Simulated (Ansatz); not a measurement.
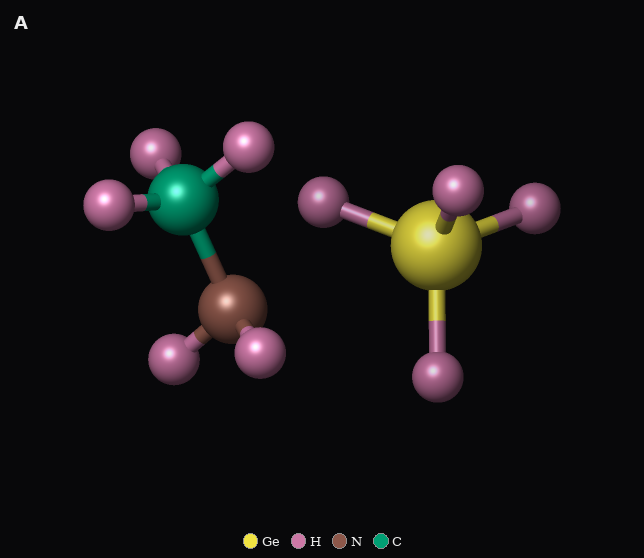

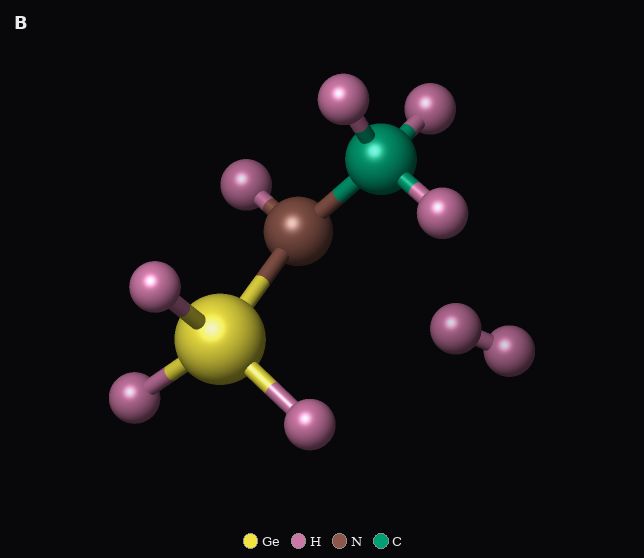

2 stationary structures of one formula. Geometries: PBE0-D4/def2-TZVP. Electronic energies: CCSD(T)/CBS (MP2 limit from def2-TZVPP and def2-QZVPP plus CCSD(T) − MP2) (Ansatz 0.2.0), without zero-point energy. Each is one conformer, not always the lowest.

> Which is lowest in energy, and by how much?

A is lowest (a minimum); B lies 6.8 kcal/mol above it (a minimum).
